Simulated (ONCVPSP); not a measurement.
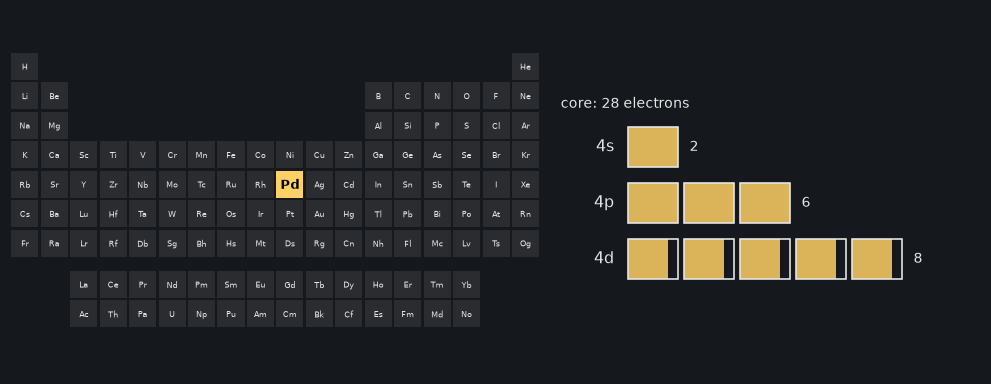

Fig. 1: Left, the place of palladium in the periodic table; right, the valence shells of the reference configuration: a box for each of the 2l + 1 orbitals, shaded by the share of the shell that is filled, with the electron count at the right.

Pseudopotential generation for Pd

Palladium (Pd, Z = 46), core [Ar] 3d10, reference valence 4s2 4p6 4d8 (an ion of charge +2), valence charge 18. Computed at this level: ONCV potential, PBE, scalar-relativistic, made with ONCVPSP 4.0.1.

**The input**
```
# ATOM AND REFERENCE CONFIGURATION
# atsym  z   nc   nv     iexc    psfile
  Pd 46.00    6    3        4      upf
#
#   n    l    f
    1    0    2.00
    2    0    2.00
    2    1    6.00
    3    0    2.00
    3    1    6.00
    3    2   10.00
    4    0    2.00
    4    1    6.00
    4    2    8.00
#
# PSEUDOPOTENTIAL AND OPTIMIZATION
# lmax
    2
#
#   l,   rc,      ep,       ncon, nbas, qcut
    0    1.20    0.00    3    6    6.00
    1    1.76    0.00    4    8   12.30
    2    2.46    0.00    3    7    6.70
#
# LOCAL POTENTIAL
# lloc, lpopt,  rc(5),   dvloc0
    4    5    0.88   -1.00
#
# VANDERBILT-KLEINMAN-BYLANDER PROJECTORs
# l, nproj, debl
    0    3    1.10
    1    3    2.80
    2    3    1.90
#
# MODEL CORE CHARGE
# icmod, fcfact, rcfact
    3    2.00    1.05
#
# LOG DERIVATIVE ANALYSIS
# epsh1, epsh2, depsh
   -6.00    5.00    0.04
#
# OUTPUT GRID
# rlmax, drl
    6.00    0.01
#
# TEST CONFIGURATIONS
# ncnf
    4
# nvcnf
#   n    l    f
    3
    4    0    2.00
    4    1    6.00
    4    2   10.00
#
    3
    4    0    2.00
    4    1    6.00
    4    2    9.00
#
    3
    4    0    2.00
    4    1    6.00
    4    2    7.00
#
    4
    4    0    2.00
    4    1    6.00
    4    2    8.00
    5    0    1.00
#
```

Hardware: 1 CPU thread, shared host.

Launched with:
```bash
oncvpsp.x < Pd.dat > Pd.out
```

**The program's output (extracts)**
```
ONCVPSP  (Optimized Norm-Conservinng Vanderbilt PSeudopotential)
scalar-relativistic version 4.0.1

#   n    l    f        energy (Ha)
    1    0    2.00    -8.8903137E+02
    2    0    2.00    -1.3060103E+02
    2    1    6.00    -1.1718480E+02
    3    0    2.00    -2.4312598E+01
    3    1    6.00    -1.9902877E+01
    3    2   10.00    -1.2900429E+01
    4    0    2.00    -4.0601114E+00
    4    1    6.00    -2.7964369E+00
    4    2    8.00    -1.0041990E+00

Reference configufation results
  iterations    23
  all-electron total energy (Ha)   -5.04479134D+03

Begin loop to  construct optimized pseudo wave functions
and semi-local pseudopoentials for all angular momenta

WARNING wellstate: negative energy specified for n= 5 l=  0
WARNING scattering state with energy  0.25000000
WARNING will be used for the first projector

   Wellstate for l =  0  n =  6
     eigenvalue =   0.2500
     asymptotic potential =   0.7500
     half-point radius =  3.4909

   Wellstate for l =  0  n =  6
     eigenvalue =   1.3500
     asymptotic potential =   1.8500
     half-point radius =  2.2944

Calculating optimized projector #   1

 for l=   0

    Fraction of norm inside rc  0.808650
    Optimizing pswf for qcut=   6.01 a_B^-1,  ecut=  18.04 Ha
    Residual kinetic energy error=  9.07D-03 Ha

    Energy error per electron        Cutoff
         Ha          eV             Ha
         0.01000     0.27211       17.70
         0.00100     0.02721       62.26

Calculating optimized projector #   2

 for l=   0

    Fraction of norm inside rc  0.026670
    Optimizing pswf for qcut=   6.01 a_B^-1,  ecut=  18.04 Ha
    Residual kinetic energy error=  2.90D-03 Ha

    Energy error per electron        Cutoff
         Ha          eV             Ha
         0.01000     0.27211       13.19
         0.00100     0.02721       22.82
         0.00010     0.00272       67.12
         0.00001     0.00027       83.12

Calculating optimized projector #   3

 for l=   0

    Fraction of norm inside rc  0.026925
    Optimizing pswf for qcut=   6.01 a_B^-1,  ecut=  18.04 Ha
    Residual kinetic energy error=  4.26D-03 Ha

    Energy error per electron        Cutoff
         Ha          eV             Ha
         0.01000     0.27211       15.25
         0.00100     0.02721       24.17
         0.00010     0.00272       67.13
         0.00001     0.00027      104.72

   Wellstate for l =  1  n =  6
     eigenvalue =   0.0036
     asymptotic potential =   0.5036
     half-point radius =  6.1094

   Wellstate for l =  1  n =  7
     eigenvalue =   2.8036
     asymptotic potential =   3.3036
     half-point radius =  3.2892

Calculating optimized projector #   1

 for l=   1

    Fraction of norm inside rc  0.958285
    Optimizing pswf for qcut=  12.29 a_B^-1,  ecut=  75.50 Ha
    Residual kinetic energy error=  3.50D-09 Ha

    Energy error per electron        Cutoff
         Ha          eV             Ha
         0.01000     0.27211       24.55
         0.00100     0.02721       36.75
         0.00010     0.00272       45.42
         0.00001     0.00027       52.53

Calculating optimized projector #   2

 for l=   1

    Fraction of norm inside rc  0.050365
    Optimizing pswf for qcut=  12.29 a_B^-1,  ecut=  75.50 Ha
    Residual kinetic energy error=  4.24D-10 Ha

    Energy error per electron        Cutoff
         Ha          eV             Ha
         0.01000     0.27211       10.08
         0.00100     0.02721       23.98
         0.00010     0.00272       36.47
         0.00001     0.00027       44.56

Calculating optimized projector #   3

 for l=   1

    Fraction of norm inside rc  0.084828
    Optimizing pswf for qcut=  12.29 a_B^-1,  ecut=  75.50 Ha
    Residual kinetic energy error=  1.35D-10 Ha

    Energy error per electron        Cutoff
         Ha          eV             Ha
         0.01000     0.27211       12.85
         0.00100     0.02721       31.92
         0.00010     0.00272       42.18
         0.00001     0.00027       50.18

   Wellstate for l =  2  n =  6
     eigenvalue =   0.8958
     asymptotic potential =   1.3958
     half-point radius =  4.2203

   Wellstate for l =  2  n =  7
     eigenvalue =   2.7958
     asymptotic potential =   3.2958
     half-point radius =  3.8672

Calculating optimized projector #   1

 for l=   2

    Fraction of norm inside rc  0.946389
    Optimizing pswf for qcut=   6.71 a_B^-1,  ecut=  22.49 Ha
    Residual kinetic energy error=  3.40D-07 Ha

    Energy error per electron        Cutoff
         Ha          eV             Ha
         0.01000     0.27211       13.22
         0.00100     0.02721       15.95
         0.00010     0.00272       18.30
         0.00001     0.00027       19.93

Calculating optimized projector #   2

 for l=   2

    Fraction of norm inside rc  0.210917
    Optimizing pswf for qcut=   6.71 a_B^-1,  ecut=  22.49 Ha
    Residual kinetic energy error=  2.06D-06 Ha

    Energy error per electron        Cutoff
         Ha          eV             Ha
         0.01000     0.27211       13.56
         0.00100     0.02721       16.69
         0.00010     0.00272       19.13
         0.00001     0.00027       21.10

Calculating optimized projector #   3

 for l=   2

    Fraction of norm inside rc  0.144715
    Optimizing pswf for qcut=   6.71 a_B^-1,  ecut=  22.49 Ha
    Residual kinetic energy error=  1.95D-05 Ha

    Energy error per electron        Cutoff
         Ha          eV             Ha
         0.01000     0.27211       15.95
         0.00100     0.02721       18.90
         0.00010     0.00272       21.11
         0.00001     0.00027       24.33

Construct Vanderbilt / Kleinmman-Bylander projectors

B matrix Hermiticity error, ll=   0
   1   2   -5.0182E-04
   1   3   -6.4594E-04
   2   3   -3.6596E-05

  Orthonormal projector coefficients -2.4696E+02  2.1192E+01  4.4616E+00

B matrix Hermiticity error, ll=   1
   1   2   -2.3941E-04
   1   3    5.4904E-04
   2   3    9.7435E-05

  Orthonormal projector coefficients  1.9839E+01  4.7001E+00  4.2946E-01

B matrix Hermiticity error, ll=   2
   1   2   -1.5872E-04
   1   3    2.6580E-04
   2   3    1.1232E-04

  Orthonormal projector coefficients  7.8246E+00 -1.2654E+00 -6.9516E-01

Model core correction analysis
  based on d2Exc/dn_idn_j

d2excae - all-electron derivatives

   -3.449118D-02   -3.086135D-02   -2.023290D-02
   -3.086152D-02   -2.891493D-02   -2.103562D-02
   -2.023310D-02   -2.103570D-02   -2.097269D-02

d2excps - pseudofunction derivatives with no core correction

   -4.664781D-02   -3.562323D-02   -1.775444D-02
   -3.562494D-02   -3.325068D-02   -1.999736D-02
   -1.775466D-02   -1.999745D-02   -2.252430D-02

rms 2nd derivative error    5.042012E-03

rmatch, rhocmatch    0.6476   19.1009

Teter function model core charge with specified parameters

d2excps - pseudofunction derivatives with core correction

   -3.888534D-02   -3.405573D-02   -1.767316D-02
   -3.405596D-02   -3.235675D-02   -1.984648D-02
   -1.767337D-02   -1.984657D-02   -2.248450D-02

rms 2nd derivative error    2.784509E-03

Pseudoatom total energy -123.829190

Diagnostic tests using Vanderbilt-Kleinman-Bylander pseudopotentials
  1 or more projectors used as specified by nproj input data

   l    rcore       rmatch      e in        delta e   norm test  slope test

   0   1.2063983   1.2430272  -4.0601114   0.0002516   1.0002465   1.0003483
   0   1.2063983   1.2430272   0.2500000  -0.0000680   1.0005706   1.0005706
   0   1.2063983   1.2430272   1.3500000  -0.0000038   1.0005686   1.0005686

   1   1.7691371   1.8228520  -2.7964369   0.0000053   1.0001842   1.0001819
   1   1.7691371   1.8228520   0.0035631   0.0000262   1.0002165   1.0002165
   1   1.7691371   1.8228520   2.8035631   0.0000642   1.0003249   1.0003249

   2   2.4731384   2.5482282  -1.0041990  -0.0000031   1.0000710   1.0000739
   2   2.4731384   2.5482282   0.8958010  -0.0000176   1.0001216   1.0001216
   2   2.4731384   2.5482282   2.7958010   0.0000053   1.0002341   1.0002341

 Testing for bound ghosts
   n   l    E NL Schr. Eq   E Basis Diag.   E Cutoff

       0                     -203.430397    129.84  WARNING - GHOST(-)
   1   0       -4.059860       -4.060011    129.84

   2   1       -2.796432       -2.796430    126.97

   3   2       -1.004202       -1.004177     56.61

 Testing for highly-localized positive-energy ghosts
       l    <radius>/rc     E Basis Diag.   E Cutoff

       0        0.681905       20.036749    129.84  WARNING - GHOST(+)

Test configuration 0

   n   l     f        eae           eps        diff
   1   0  2.0000 -889.03136842
   2   0  2.0000 -130.60102612
   2   1  6.0000 -117.18479811
   3   0  2.0000  -24.31259753
   3   1  6.0000  -19.90287743
   3   2 10.0000  -12.90042856
   4   0  2.0000   -4.06011143   -4.05985988    2.52D-04
   4   1  6.0000   -2.79643687   -2.79643153    5.35D-06
   4   2  8.0000   -1.00419901   -1.00420210   -3.09D-06

    Total energies and differences
      AE_ref= -5.04479134D+03  AE_tst= -5.04479134D+03  dif=  0.00D+00
      PS_ref= -1.23829190D+02  PS_tst= -1.23829190D+02  dif=  4.55D-13
      PSP excitation error= -4.55D-13

Test configuration 1

   n   l     f        eae           eps        diff
   1   0  2.0000 -888.09806789
   2   0  2.0000 -129.66141268
   2   1  6.0000 -116.24568379
   3   0  2.0000  -23.37480635
   3   1  6.0000  -18.96507966
   3   2 10.0000  -11.96205705
   4   0  2.0000   -3.13588497   -3.13674271   -8.58D-04
   4   1  6.0000   -1.88152800   -1.88084986    6.78D-04
   4   2 10.0000   -0.14875187   -0.14991072   -1.16D-03

    Total energies and differences
      AE_ref= -5.04479134D+03  AE_tst= -5.04589139D+03  dif= -1.10D+00
      PS_ref= -1.23829190D+02  PS_tst= -1.24933079D+02  dif= -1.10D+00
      PSP excitation error=  3.84D-03

Test configuration 2

   n   l     f        eae           eps        diff
   1   0  2.0000 -888.51456186
   2   0  2.0000 -130.08003669
   2   1  6.0000 -116.66409995
   3   0  2.0000  -23.79386541
   3   1  6.0000  -19.38414227
   3   2 10.0000  -12.38120523
   4   0  2.0000   -3.55297633   -3.55510347   -2.13D-03
   4   1  6.0000   -2.29556440   -2.29674826   -1.18D-03
   4   2  9.0000   -0.53705891   -0.53962448   -2.57D-03

    Total energies and differences
      AE_ref= -5.04479134D+03  AE_tst= -5.04555641D+03  dif= -7.65D-01
      PS_ref= -1.23829190D+02  PS_tst= -1.24596033D+02  dif= -7.67D-01
      PSP excitation error=  1.78D-03

Test configuration 3

   n   l     f        eae           eps        diff
   1   0  2.0000 -889.62807648
   2   0  2.0000 -131.20372247
   2   1  6.0000 -117.78718183
   3   0  2.0000  -24.90928428
   3   1  6.0000  -20.49956545
   3   2 10.0000  -13.49810210
   4   0  2.0000   -4.63321593   -4.62495635    8.26D-03
   4   1  6.0000   -3.36039945   -3.35416613    6.23D-03
   4   2  7.0000   -1.53020069   -1.52128998    8.91D-03

    Total energies and differences
      AE_ref= -5.04479134D+03  AE_tst= -5.04352864D+03  dif=  1.26D+00
      PS_ref= -1.23829190D+02  PS_tst= -1.22570223D+02  dif=  1.26D+00
      PSP excitation error=  3.73D-03

Test configuration 4

   n   l     f        eae           eps        diff
   1   0  2.0000 -888.67833304
   2   0  2.0000 -130.25294607
   2   1  6.0000 -116.83643350
   3   0  2.0000  -23.96372336
   3   1  6.0000  -19.55402026
   3   2 10.0000  -12.55189746
   4   0  2.0000   -3.71002347   -3.70662269    3.40D-03
   4   1  6.0000   -2.44614458   -2.44424149    1.90D-03
   4   2  8.0000   -0.66044001   -0.65945852    9.81D-04
   5   0  1.0000   -0.45763772   -0.45705983    5.78D-04

    Total energies and differences
      AE_ref= -5.04479134D+03  AE_tst= -5.04539012D+03  dif= -5.99D-01
      PS_ref= -1.23829190D+02  PS_tst= -1.24427675D+02  dif= -5.98D-01
      PSP excitation error= -2.94D-04
```

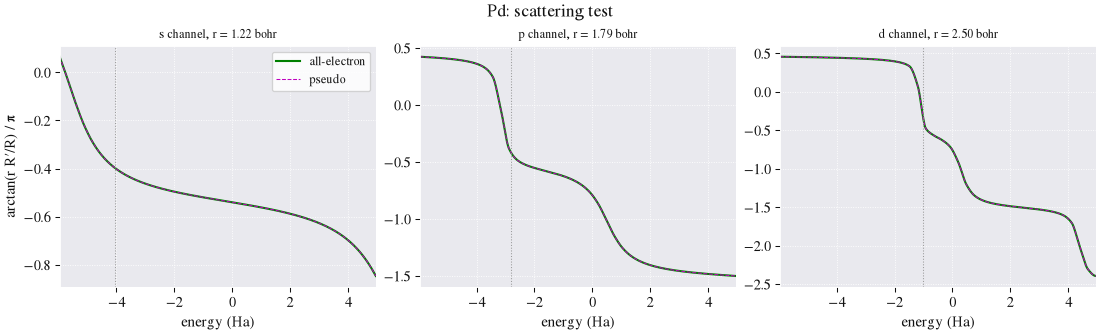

Fig. 2: Unwrapped phase arctan(r R′/R) in units of π against energy, all-electron (solid) and pseudo (dashed); the pseudo phase is matched to the all-electron one at the reference energy. Here R(r) is the radial function. The dotted line marks the reference energy of the channel. Not drawn: f: not judged.

- Range over which the phases agree within 0.05 rad: s: over the whole range drawn; p: over the whole range drawn; d: over the whole range drawn.
- Poles, where the radial function vanishes at the test radius: s: all-electron at -1.9 Ha, pseudo at -1.9 Ha; p: all-electron at -2.5 and 4.9 Ha, pseudo at -2.5 and 4.9 Ha; d: all-electron at -0.9 and 2.3 Ha, pseudo at -0.9 and 2.3 Ha.
- Ghost states: the plot shows none: the two phases stay within 0.01 rad of each other in all channels drawn. The separate test gives: GHOST(-) flagged for s at -5535.6 eV; no localised positive-energy state flagged (flags above 300 eV left out). The bound ghosts lie below the range of the plot.

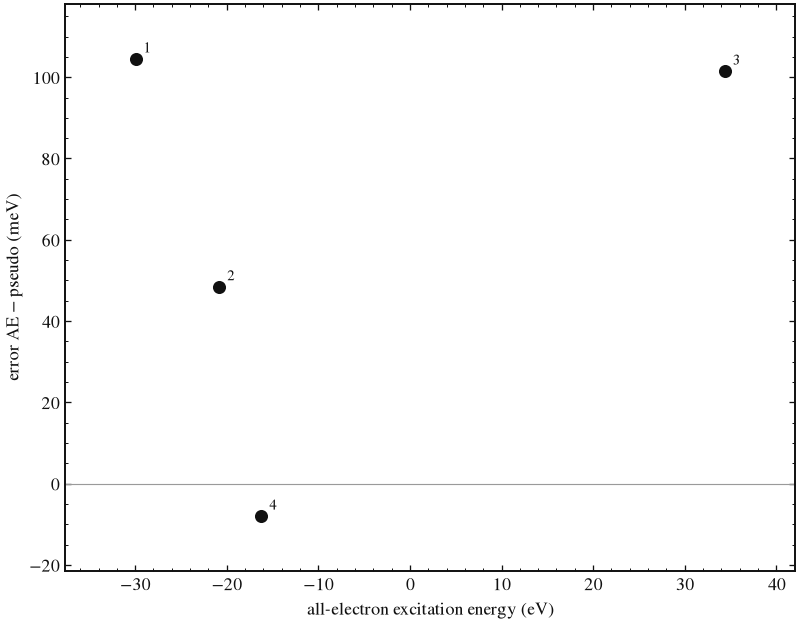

Fig. 3: Errors, all-electron minus pseudo, of the energies of valence configurations relative to the unpolarised reference 4s2 4p6 4d8. Points: 1 = 4s2 4p6 4d10; 2 = 4s2 4p6 4d9; 3 = 4s2 4p6 4d7; 4 = 4s2 4p6 4d8 5s1.

- Worst configuration: 4s2 4p6 4d10 (neutral): the error is +104 meV on an all-electron energy of -29.93 eV relative to the reference, or 0.35 %.
- Errors in meV: 4s2 4p6 4d10: +104; 4s2 4p6 4d9: +48; 4s2 4p6 4d7: +101; 4s2 4p6 4d8 5s1: -8.0.
- Configurations within 10 meV and within 50 meV: 1 and 2 of 4. The potential isn't sound: its ghost test gives GHOST(-) flagged for s at -5535.6 eV; no localised positive-energy state flagged (flags above 300 eV left out).

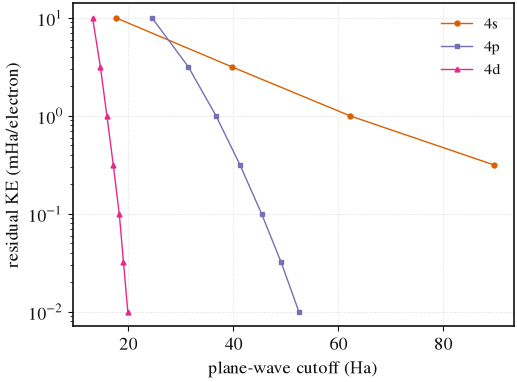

Fig. 4: Residual kinetic energy of the pseudo-waves (the first of each channel, and further valence shells) beyond the plane-wave cutoff, as the generator prints it.

- Cutoffs for the occupied states: 62 Ha for 1 mHa and more than the generator's table reaches for 0.1 mHa per electron. The first is set by 4s.
- Hardest wave at 1 mHa per electron: 4s, with rc = 1.20 bohr and qcut = 6 1/bohr. The optimisation minimises, but can't always remove, the kinetic energy above qcut²/2 = 18.0 Ha, and a larger rc would as a rule soften the wave at some cost in transferability.
- Cutoffs for 1 mHa per electron: 4s: 62 Ha; 4p: 37 Ha; 4d: 16 Ha.

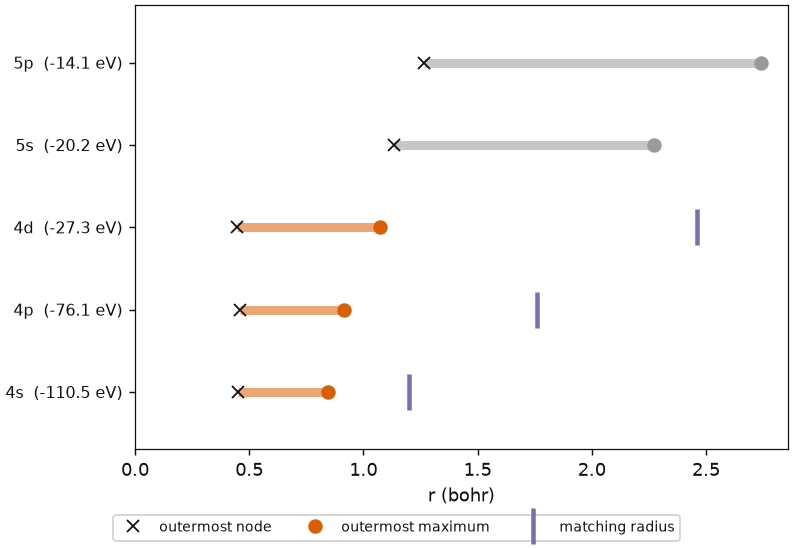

Fig. 5: Outer shells of the all-electron reference atom: each bar runs from the outermost node (or the nucleus) to the outermost maximum of u(r); the tick is the radius chosen for the pseudo-wave. Shells without a tick have no pseudo-wave of their own. Levels, nodes and maxima are from ld1.x, scalar-relativistic.

- Radii against the shells: 4s: 1.20 bohr, outside the maximum; 4p: 1.76 bohr, outside the maximum; 4d: 2.46 bohr, outside the maximum.

**Summary**

- outcome: generated, with a ghost state
- cutoffs needed: 62 Ha and more than the generator's table reaches (the cutoffs at which the residual kinetic energy of the hardest occupied pseudo-wave falls to 1 and 0.1 mHa per electron)
- ghost test: GHOST(-) flagged for s at -5535.6 eV; no localised positive-energy state flagged (flags above 300 eV left out)
- largest excitation error: +104 meV (all-electron minus pseudo) for 4s2 4p6 4d10, out of 4 test configurations
- rms error of d²Exc/dni dnj: 5.04 mHa without and 2.78 mHa with the model core
- range over which the phases arctan(r R′/R) at the test radius agree within 0.05 rad (a looser test near the poles than one of phase shifts): s: over the whole range computed; p: over the whole range computed; d: over the whole range computed; f: not judged, local potential alone
- wall time: 5.9 s

**Notes**

The potential has a bound ghost state, so it can't be used as it stands. Warnings of the program, in the generation or the tests: wellstate: negative energy specified for n= 5 l= 0.
